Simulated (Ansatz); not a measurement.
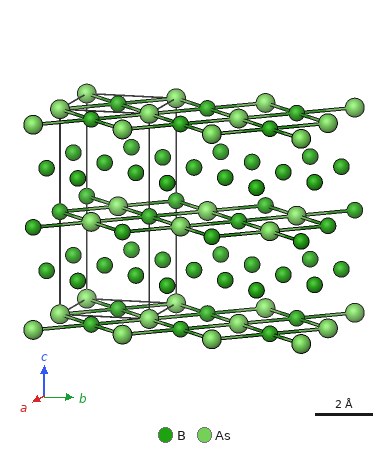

Starting structure of crystalline B₃As (built on the TiAl3 (D0_22)_139 type) (coarse preliminary run). A ball-and-stick model of the conventional cell (2 times the calculation's cell), repeated 2 × 3 × 1 with one cell outlined, seen slightly off an axis. Lengths and directions refer to the drawn axes.

Case: TiAl3 (D0_22) type (I4/mmm, No. 139).

Theory: Ansatz 0.2.0, DFT r2SCAN, scalar-relativistic, plane waves, PAW.

The input:
```yaml
crystal:
  lattice:
    - [-1.6535047023, 1.6535047023, 3.6935429713]
    - [1.6535047023, -1.6535047023, 3.6935429713]
    - [1.6535047023, 1.6535047023, -3.6935429713]
  atoms:
    - { symbol: B, position: [0.5, 0.5, 0.0] }
    - { symbol: B, position: [0.25, 0.75, 0.5] }
    - { symbol: B, position: [0.75, 0.25, 0.5] }
    - { symbol: As, position: [0.0, 0.0, 0.0] }
basis:
  ecutwfc: 500
kpoints:
  mp_grid: { grid: [8, 8, 8] }
hamiltonian:
  xc: r2scan
scf:
  occupations: { method: gaussian, width: 0.1 }
  lower_state_search: "off"
output:
  forces: true
  stress: true
  eigenvalues: true
relax:
  adjacent_minimum: "off"
  f_tol: 0.04
  max_steps: 70
  cell: { stress_tol: 0.4 }
```

Launched with:
```bash
ansatz run input.yaml --threads 1 --pin off --max-ram 2560MiB --backend cpu --events-out ev --progress --plain --runs-dir out
```

Where does the relaxation end?

Over 9 accepted moves (11 points after the start) the energy falls by 334 meV per atom. All forces vanish by symmetry, so only the cell relaxes. The pressure goes from −6.06 to 0.28 GPa. At 2 points the geometry stayed and the basis and grid were re-selected for the new cell (energy shift of 3.3 meV per atom at most each time). The atoms keep their places relative to the cell (all moves are under 0.005 Å). The volume changes by +3.3 %, with a = b 3.307 → 2.950 Å (−10.8 %), c 7.387 → 9.584 Å (+29.7 %). Among the contacts that change: As4–As4 3.307 → 2.950 Å, B2–As4 2.479 → 2.814 Å, B1–As4 2.338 → 2.086 Å. The space group stays I4/mmm (No. 139). Cost: 85 s on 1 thread of Arm Neoverse V2 (shared host), peak memory 0.65 GiB.

History of the run:

```tsv
step	E − E(0), meV/atom	pressure, GPa	volume, Å³/atom	note
0	0.00	-6.06	10.098	
1	-83.82	-4.11	9.755	
2	-192.40	3.63	9.262	
3	-249.07	4.33	9.432	
4	-298.56	5.45	9.583	
5	-320.78	-0.11	10.083	
6	-330.33	-0.49	10.358	
7	-330.61	0.11	10.427	
8	-330.87	0.00	10.382	
9	-334.14	0.33	10.382	same geometry, new basis
10	-334.38	0.28	10.428	
11	-334.38	0.28	10.428	same geometry, new basis
```

The structure at the end:

```xyz
4
Lattice="-1.4752 1.4752 4.7922 1.4752 -1.4752 4.7922 1.4752 1.4752 -4.7922" Properties=species:S:1:pos:R:3 pbc="T T T"
B     0.0000    0.0000    4.7922
B     1.4752    0.0000    2.3961
B     0.0000    1.4752    2.3961
As    0.0000    0.0000    9.5844
```

The end point in the same view:

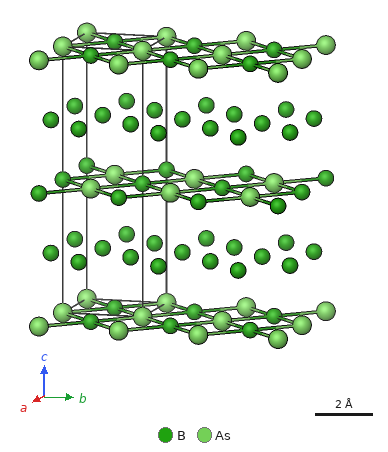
